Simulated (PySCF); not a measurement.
**C7H5NO (benzoxazole) at 5 levels**

We compute a comparison of 5 runs (BHLYP/def2-SVP, CAM-B3LYP/def2-SVP, M06-2X/def2-SVP, wB97M-V/def2-SVP, wB97X/def2-SVP) of C7H5NO (benzoxazole). The job is set up through a Python script.

The results are computed with PySCF 2.14.0.

**1. The system as given**

C7H5NO: 14 atoms, total charge 0, spin state singlet. As SMILES, `c1ccc2ocnc2c1`. Geometry: relaxed at PBE0-D4/def2-TZVP.

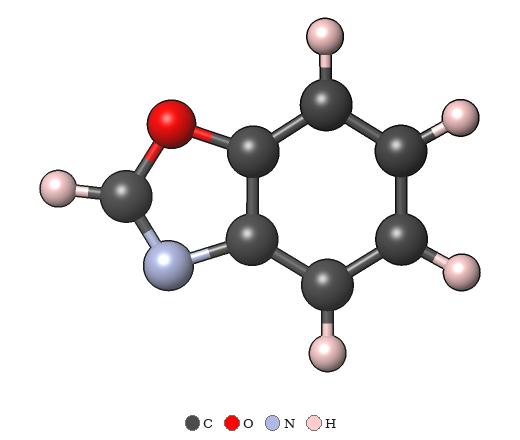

The structure, seen from a chosen angle (carbon dark grey, oxygen red, nitrogen light blue, hydrogen pink).

**2. A single-point energy at BHLYP/def2-SVP (run 1)**

Input file job.py:

```python
from pyscf import gto, dft

mol = gto.Mole()
mol.atom = '''
C     -0.233476    -3.436391    -0.982280
C      2.233222    -2.779069    -0.296536
C      2.846570    -0.354872     0.488645
C      0.868783     1.340118     0.542881
O      0.899529     3.823407     1.224429
C     -1.536007     4.564822     0.925380
N     -3.090156     2.880491     0.147928
C     -1.601203     0.734064    -0.129616
C     -2.189172    -1.699809    -0.912209
H     -0.615181    -5.356429    -1.582702
H      3.704128    -4.201012    -0.380780
H      4.749411     0.171455     1.022947
H     -1.935571     6.515114     1.373585
H     -4.100857    -2.201852    -1.441672
'''
mol.verbose = 4
mol.unit = 'bohr'
mol.charge = 0
mol.max_memory = 1860
mol.spin = 0
mol.basis = 'def2-svp'
mol.build()

mf = dft.RKS(mol, xc='bhandhlyp')
mf.grids.level = 5
mf.conv_tol = 1e-10
mf.kernel()
if not mf.converged:
    mf = mf.newton().run(mf.mo_coeff, mf.mo_occ)

energy = mf.e_tot
print('E(%s) = %.9f' % ('BHLYP', energy))
```

Launch:

```bash
$ OMP_NUM_THREADS=1 python job.py
```

What it wrote:

```text
PySCF version 2.14.0

[... 88 lines left out ...]
converged SCF energy = -399.195732533831
E(BHLYP) = -399.195732534
```

It took 84 s on 1 thread of Intel Xeon at 2.70GHz, shared host; peak memory 1.1 GiB.

**3. The energy at CAM-B3LYP/def2-SVP (run 2)**

Input file input.xyz:

```xyz
14

C     -0.123550    -1.818460    -0.519800
C      1.181770    -1.470620    -0.156920
C      1.506340    -0.187790     0.258580
C      0.459740     0.709160     0.287280
O      0.476010     2.023260     0.647940
C     -0.812820     2.415600     0.489690
N     -1.635240     1.524290     0.078280
C     -0.847320     0.388450    -0.068590
C     -1.158460    -0.899500    -0.482720
H     -0.325540    -2.834500    -0.837530
H      1.960140    -2.223080    -0.201500
H      2.513280     0.090730     0.541320
H     -1.024260     3.447650     0.726870
H     -2.170080    -1.165170    -0.762900
```

Input file run.py:

```python
from pyscf import gto, dft

mol = gto.M(
    atom='input.xyz',
    max_memory=1860,
    verbose=3,
    basis='def2-svp',
)

mf = dft.RKS(mol, xc='cam-b3lyp')
mf.conv_tol = 1e-10
mf.grids.level = 5
mf.kernel()
if not mf.converged:
    mf = mf.newton().run(mf.mo_coeff, mf.mo_occ)

etot = mf.e_tot
print('E(%s) = %.9f' % ('CAM-B3LYP', etot))
```

Launch:

```bash
$ OMP_NUM_THREADS=1 python run.py
```

What it wrote:

```text
converged SCF energy = -399.232522708577
E(CAM-B3LYP) = -399.232522709
```

It took 2.3 min on 1 thread of Intel Xeon at 2.70GHz, shared host; peak memory 1.1 GiB.

Runs 3 to 4 aren't shown in full; the table further down has their settings and results.

**4. A single-point energy at wB97X/def2-SVP (run 5)**

Input file input.py:

```python
from pyscf import gto, dft

mol = gto.M(
    atom='''
C     -0.233476    -3.436391    -0.982280
C      2.233222    -2.779069    -0.296536
C      2.846570    -0.354872     0.488645
C      0.868783     1.340118     0.542881
O      0.899529     3.823407     1.224429
C     -1.536007     4.564822     0.925380
N     -3.090156     2.880491     0.147928
C     -1.601203     0.734064    -0.129616
C     -2.189172    -1.699809    -0.912209
H     -0.615181    -5.356429    -1.582702
H      3.704128    -4.201012    -0.380780
H      4.749411     0.171455     1.022947
H     -1.935571     6.515114     1.373585
H     -4.100857    -2.201852    -1.441672
''',
    verbose=3,
    unit='bohr',
    max_memory=1860,
    basis='def2-svp',
)

mf = dft.RKS(mol, xc='wb97x')
mf.grids.level = 5
mf.conv_tol = 1e-10
mf.kernel()
if not mf.converged:
    mf = mf.newton().run(mf.mo_coeff, mf.mo_occ)

energy = mf.e_tot
print('Final energy', energy)
```

Launch:

```bash
$ OMP_NUM_THREADS=1 python input.py
```

What it wrote:

```text
converged SCF energy = -399.327498631646
Final energy -399.32749863164645
```

It took 2.2 min on 1 thread of Intel Xeon at 2.70GHz, shared host; peak memory 1.1 GiB.

**5. Overview of the runs**

```tsv
run	level	nlc grid	energy (Eh)	dipole moment (D)	HOMO energy (eV)	LUMO energy (eV)	wall time
1	BHLYP/def2-SVP	–	-399.195733	1.28	-7.83	0.23	84 s
2	CAM-B3LYP/def2-SVP	–	-399.232523	1.29	-8.21	0.30	2.3 min
3	M06-2X/def2-SVP	–	-399.267537	1.28	-8.14	-0.01	2.6 min
4	wB97M-V/def2-SVP	1	-399.295146	1.27	-9.09	1.22	6.2 min
5	wB97X/def2-SVP	–	-399.327499	1.30	-9.20	1.22	2.2 min
```

**6. What came out**

```
            quantity          value
 run 5: total energy  -399.32750 Eh
run 5: dipole moment         1.30 D
  run 5: HOMO energy       -9.20 eV
  run 5: LUMO energy        1.22 eV
run 5: HOMO–LUMO gap       10.42 eV
```

What this shows: The dipole moment (its size) runs from 1.27 D (wB97M-V/def2-SVP) to 1.30 D (wB97X/def2-SVP). The HOMO–LUMO gap runs from 8.06 eV (BHLYP/def2-SVP) to 10.42 eV (wB97X/def2-SVP). Totals of different functionals can't be ranked against each other. All runs together took 15 min, the longest 6.2 min.
